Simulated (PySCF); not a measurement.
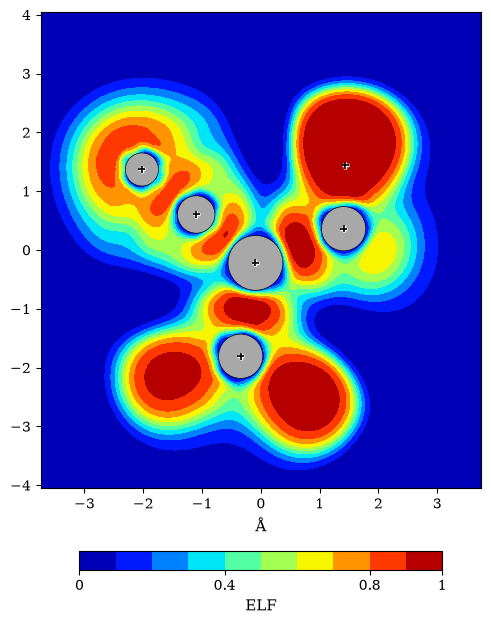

The electron localisation function on a plane through atoms (crosses mark nuclei in the plane; grey discs cover the cores).

The calculation used PySCF, CAM-B3LYP/def2-SVPD, SCF density, gas phase.

Candidates:
A. C$_{2}$H$_{6}$BNO
B. H$_{9}$In$_{3}$O$_{3}$

### Which candidate gave the map?

Candidate A: C$_{2}$H$_{6}$BNO on the plane of atoms C3, B2 and N4, which holds C, B, N, O and H. N–O (1.20 Å): the ELF peaks at about 0.85 between the atoms, as expected for a covalent bond. B–N (1.30 Å): the ELF peaks at about 0.90 between the atoms (a short, strongly polar bond).
